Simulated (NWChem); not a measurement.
# CF4 (tetrafluoromethane) at 4 levels

Aim: a comparison of 4 runs (HF/STO-3G, HF/3-21G, B3LYP/6-31G*) of CF4 (tetrafluoromethane). 

Program for the calculation: NWChem 7.3.0.

### 1 The structure to begin with

The species is CF4 (5 atoms), meant as a singlet with charge 0. SMILES: `FC(F)(F)F`. The coordinates come from a PBE0-D4/def2-TZVP relaxation.

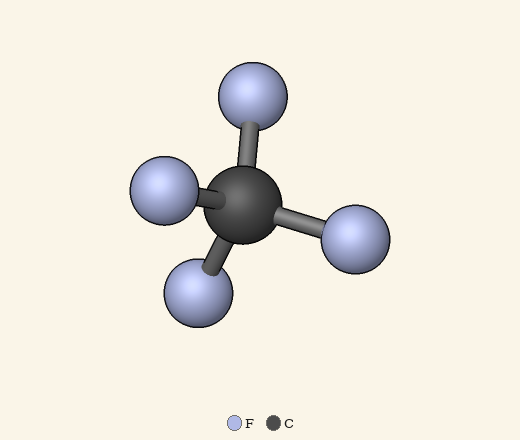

Viewed from a chosen angle; fluorine light blue, carbon dark grey.

### 2 Energy and gradient at HF/STO-3G (run 1)

job.nw

```
start job
memory 2200 mb

geometry units angstrom noautosym nocenter noautoz
F       -0.850100       0.025300       0.989500
C        0.010000      -0.014700      -0.008300
F        1.157500      -0.501300       0.420100
F       -0.464000      -0.786000      -0.966200
F        0.196600       1.203000      -0.476700
end

basis "ao basis" spherical bse
* library STO-3G
end

scf
thresh 1e-08
maxiter 80
end

task scf gradient
```

Started as:

```console
$ nwchem job.nw > job.out
```

The log of the run:

```text
[...]
  functions       =    25
[...]
  wavefunction    = RHF
[...]
         Total SCF energy =   -429.569073547255
      One-electron energy =  -1013.824094829348
      Two-electron energy =    378.034951132269
 Nuclear repulsion energy =    206.220070149824
        Time for solution =      0.8s
[...]
                         RHF ENERGY GRADIENTS
    atom               coordinates                        gradient
                 x          y          z           x          y          z
   1 F      -1.606456   0.047810   1.869884    0.044903  -0.002106  -0.052091
   2 C       0.018897  -0.027779  -0.015685   -0.000006   0.000063   0.000054
   3 F       2.187358  -0.947320   0.793874   -0.059878   0.025379  -0.022352
   4 F      -0.876833  -1.485325  -1.825853    0.024718   0.040218   0.049955
   5 F       0.371520   2.273340  -0.900832   -0.009737  -0.063555   0.024433
[...]
```

Wall time 1.6 s (1 thread of Intel Xeon Platinum 8259CL at 2.50GHz (Skylake/Cascade Lake), shared host); peak memory 0.1 GiB.

### 3 Energy and gradient at HF/3-21G (run 2)

run.py

```python
from ase import Atoms
from ase.calculators.nwchem import NWChem

system = Atoms(['F', 'C', 'F', 'F', 'F'], positions=[
    [-0.850100, 0.025300, 0.989500],
    [0.010000, -0.014700, -0.008300],
    [1.157500, -0.501300, 0.420100],
    [-0.464000, -0.786000, -0.966200],
    [0.196600, 1.203000, -0.476700],
])

calc = NWChem(
    label='cf4',
    theory='scf',
    memory='2200 mb',
    basis='3-21G',
    basispar='spherical bse',
    scf={'nopen': '0', 'rhf': None, 'thresh': '1e-08', 'maxiter': '80'},
)
system.calc = calc

forces = system.get_forces()
print(f"energy = {system.get_potential_energy():.6f} eV")
print("forces (eV/A):")
for s, f in zip(system.symbols, forces):
    print(f"{s:2s} {f[0]:10.5f} {f[1]:10.5f} {f[2]:10.5f}")
print("dipole (e A):", system.get_dipole_moment().round(4))
```

Started as:

```console
$ export ASE_NWCHEM_COMMAND="nwchem PREFIX.nwi > PREFIX.nwo"
$ python run.py
```

The log of the run:

```text
energy = -11790.586732 eV
forces (eV/A):
F    -0.30956    0.01538    0.35908
C     0.00021   -0.00314   -0.00237
F     0.41199   -0.17406    0.15365
F    -0.16959   -0.27578   -0.34283
F     0.06690    0.43760   -0.16758
dipole (e A): [-0.      0.0001  0.0001]
```

The calculator wrote cf4.nwi:

```
title "cf4"

permanent_dir cf4

scratch_dir cf4

start cf4

geometry units angstrom nocenter noautosym noautoz
  F  -8.5009999999999997e-01 2.5300000000000000e-02 9.8950000000000005e-01
  C  1.0000000000000000e-02 -1.4700000000000000e-02 -8.3000000000000001e-03
  F  1.1575000000000000e+00 -5.0129999999999997e-01 4.2009999999999997e-01
  F  -4.6400000000000002e-01 -7.8600000000000003e-01 -9.6619999999999995e-01
  F  1.9660000000000000e-01 1.2030000000000001e+00 -4.7670000000000001e-01
end

memory 2200 mb

basis spherical bse noprint
   * library 3-21G
end

scf
  nopen 0
  rhf
  thresh 1e-08
  maxiter 80
end

task scf gradient
```

cf4.nwo:

```text
Northwest Computational Chemistry Package (NWChem) 7.3.0
             --------------------------------------------------------

           Job information
           ---------------

    nwchem branch   = 7.3.0
    use scalapack   = T
    input           = cf4.nwi
    prefix          = cf4.
    data base       = cf4/cf4.db
    status          = startup
    nproc           =        1

           Memory information
           ------------------

[... 5 lines left out ...]
    hardfail = no
[... 124 lines left out ...]
         Quadratically convergent ROHF
[... 15 lines left out ...]
       Final RHF  results
[... 4 lines left out ...]
      Two-electron energy =    374.081565526062
[... 40 lines left out ...]
                       ROHF Final Molecular Orbital Analysis
[... 215 lines left out ...]
                 ----------------------------------------
                 |  Time  |  1-e(secs)   |  2-e(secs)   |
                 ----------------------------------------
                 |  CPU   |       0.00   |       0.16   |
                 ----------------------------------------
                 |  WALL  |       0.00   |       0.16   |
                 ----------------------------------------

 Task  times  cpu:        1.1s     wall:        1.1s
 Total times  cpu:        1.2s     wall:        1.2s
```

Wall time 2.5 s (1 thread of Intel Xeon Platinum 8259CL at 2.50GHz (Skylake/Cascade Lake), shared host); peak memory 0.099 GiB.

### 4 Energy and forces at B3LYP/6-31G(d) (Cartesian functions) (run 3)

run.py

```python
from ase import Atoms
from ase.calculators.nwchem import NWChem

molecule = Atoms(['F', 'C', 'F', 'F', 'F'], positions=[
    [-0.850100, 0.025300, 0.989500],
    [0.010000, -0.014700, -0.008300],
    [1.157500, -0.501300, 0.420100],
    [-0.464000, -0.786000, -0.966200],
    [0.196600, 1.203000, -0.476700],
])

calc = NWChem(
    label='cf4',
    theory='dft',
    memory='2200 mb',
    basis='6-31G*',
    dft={'xc': 'b3lyp', 'mult': '1', 'grid': 'xfine', 'convergence': 'energy 1e-08', 'iterations': '100', 'mulliken': None, 'print': 'low'},
)
molecule.calc = calc

forces = molecule.get_forces()
print(f"energy = {molecule.get_potential_energy():.6f} eV")
print("forces (eV/A):")
for s, f in zip(molecule.symbols, forces):
    print(f"{s:2s} {f[0]:10.5f} {f[1]:10.5f} {f[2]:10.5f}")
```

Started as:

```console
$ export ASE_NWCHEM_COMMAND="nwchem PREFIX.nwi > PREFIX.nwo"
$ python run.py
```

The log of the run:

```text
energy = -11904.320741 eV
forces (eV/A):
F    -0.44202    0.02144    0.51278
C     0.00015   -0.00262   -0.00190
F     0.58899   -0.24914    0.21978
F    -0.24282   -0.39492   -0.49082
F     0.09570    0.62529   -0.23983
```

The calculator wrote cf4.nwi:

```
title "cf4"

permanent_dir cf4

scratch_dir cf4

start cf4

geometry units angstrom nocenter noautosym noautoz
  F  -8.5009999999999997e-01 2.5300000000000000e-02 9.8950000000000005e-01
  C  1.0000000000000000e-02 -1.4700000000000000e-02 -8.3000000000000001e-03
  F  1.1575000000000000e+00 -5.0129999999999997e-01 4.2009999999999997e-01
  F  -4.6400000000000002e-01 -7.8600000000000003e-01 -9.6619999999999995e-01
  F  1.9660000000000000e-01 1.2030000000000001e+00 -4.7670000000000001e-01
end

memory 2200 mb

basis noprint
   * library 6-31G*
end

dft
  xc b3lyp
  mult 1
  grid xfine
  convergence energy 1e-08
  iterations 100
  mulliken
  print low
end

task dft gradient
```

cf4.nwo:

```text
Northwest Computational Chemistry Package (NWChem) 7.3.0
             --------------------------------------------------------

           Job information
           ---------------

    nwchem branch   = 7.3.0
    use scalapack   = T
    input           = cf4.nwi
    prefix          = cf4.
    data base       = cf4/cf4.db
    status          = startup
    nproc           =        1

           Memory information
           ------------------

[... 5 lines left out ...]
    hardfail = no
[... 37 lines left out ...]
            Nuclear Dipole moment (a.u.)
[... 78 lines left out ...]
         Total DFT energy =     -437.475721765740
[... 1 line left out ...]
           Coulomb energy =      421.569747716504
[... 1 line left out ...]
 Nuclear repulsion energy =      206.220070149824
[... 29 lines left out ...]
                         DFT ENERGY GRADIENTS

    atom               coordinates                        gradient
                 x          y          z           x          y          z
   1 F      -1.606456   0.047810   1.869884    0.008596  -0.000417  -0.009972
   2 C       0.018897  -0.027779  -0.015685   -0.000003   0.000051   0.000037
   3 F       2.187358  -0.947320   0.793874   -0.011454   0.004845  -0.004274
   4 F      -0.876833  -1.485325  -1.825853    0.004722   0.007680   0.009545
   5 F       0.371520   2.273340  -0.900832   -0.001861  -0.012160   0.004664

 Task  times  cpu:       18.5s     wall:       18.5s
 Total times  cpu:       18.5s     wall:       18.5s
```

It took 20 s on 1 thread of Intel Xeon Platinum 8259CL at 2.50GHz (Skylake/Cascade Lake), shared host; peak memory 0.13 GiB.

### 5 Energy and gradient at B3LYP/6-31G(d) (spherical functions) (run 4)

a.nw

```
START a
TITLE "CF4"
memory 2200 mb
charge 0
GEOMETRY units angstroms noautosym nocenter noautoz
  F    -0.850100    0.025300    0.989500
  C     0.010000   -0.014700   -0.008300
  F     1.157500   -0.501300    0.420100
  F    -0.464000   -0.786000   -0.966200
  F     0.196600    1.203000   -0.476700
END
BASIS spherical bse
  * library 6-31G*
END
DFT
  xc b3lyp
  grid xfine
  convergence energy 1e-08
  maxiter 100
  mulliken
END
TASK dft gradient
```

Started as:

```console
$ nwchem a.nw > a.out
```

The log of the run:

```text
[...]
          Wavefunction type:  closed shell.
          No. of atoms     :     5
          No. of electrons :    42
[...]
          Charge           :     0
          Spin multiplicity:     1
[...]
          AO basis - number of functions:    70
[...]
              XC Information
              --------------
                         B3LYP Method XC Potential
                     Hartree-Fock (Exact) Exchange  0.200
                        Slater Exchange Functional  0.800 local
                    Becke 1988 Exchange Functional  0.720 non-local
              Lee-Yang-Parr Correlation Functional  0.810
                  VWN I RPA Correlation Functional  0.190 local
[...]
 d= 0,ls=0.0,diis     1   -437.2634068290 -6.43D+02  2.13D-02  2.04D+00     2.4
[...]
 d= 0,ls=0.0,diis     7   -437.4717891613 -1.18D-09  2.96D-07  1.42D-09    13.2
         Total DFT energy =     -437.471789161333
      One electron energy =    -1017.961957657060
           Coulomb energy =      421.641132462292
    Exchange-Corr. energy =      -47.371034116389
 Nuclear repulsion energy =      206.220070149824
[...]
  wavefunction    = closed shell
                         DFT ENERGY GRADIENTS
    atom               coordinates                        gradient
                 x          y          z           x          y          z
   1 F      -1.606456   0.047810   1.869884    0.008644  -0.000419  -0.010028
   2 C       0.018897  -0.027779  -0.015685   -0.000003   0.000051   0.000037
   3 F       2.187358  -0.947320   0.793874   -0.011519   0.004873  -0.004298
   4 F      -0.876833  -1.485325  -1.825853    0.004749   0.007724   0.009599
   5 F       0.371520   2.273340  -0.900832   -0.001871  -0.012228   0.004690
[...]
```

It took 18 s on 1 thread of Intel Xeon Platinum 8259CL at 2.50GHz (Skylake/Cascade Lake), shared host; peak memory 0.12 GiB.

### 6 All runs side by side

| run | level | Cartesian functions | iteration cap | energy (Eh) | dipole moment (D) | HOMO energy (eV) | LUMO energy (eV) | wall time |
| --- | --- | --- | --- | --- | --- | --- | --- | --- |
| 1 | HF/STO-3G | no | 80 | -429.569074 | 0.00 | -13.30 | 16.78 | 1.6 s |
| 2 | HF/3-21G | no | 80 | -433.296074 | 0.00 | -18.44 | 11.34 | 2.5 s |
| 3 | B3LYP/6-31G* (Cartesian functions) | yes | 100 | -437.475722 | – | – | – | 20 s |
| 4 | B3LYP/6-31G* (spherical functions) | no | 100 | -437.471789 | 0.00 | -11.63 | 5.36 | 18 s |

### 7 Results

```
                       quantity          value
            run 4: total energy  -437.47179 Eh
           run 4: dipole moment         0.00 D
             run 4: HOMO energy      -11.63 eV
             run 4: LUMO energy        5.36 eV
           run 4: HOMO–LUMO gap       16.99 eV
run 4: largest force on an atom     0.681 eV/Å
```

In words: Over runs 1, 2, 4 the HOMO–LUMO gap runs from 16.99 eV (B3LYP/6-31G*) to 30.08 eV (HF/STO-3G). The two ends differ in method and basis. In run 1 the basis is minimal, so the values are rough. All runs together took 42 s, the longest 20 s.
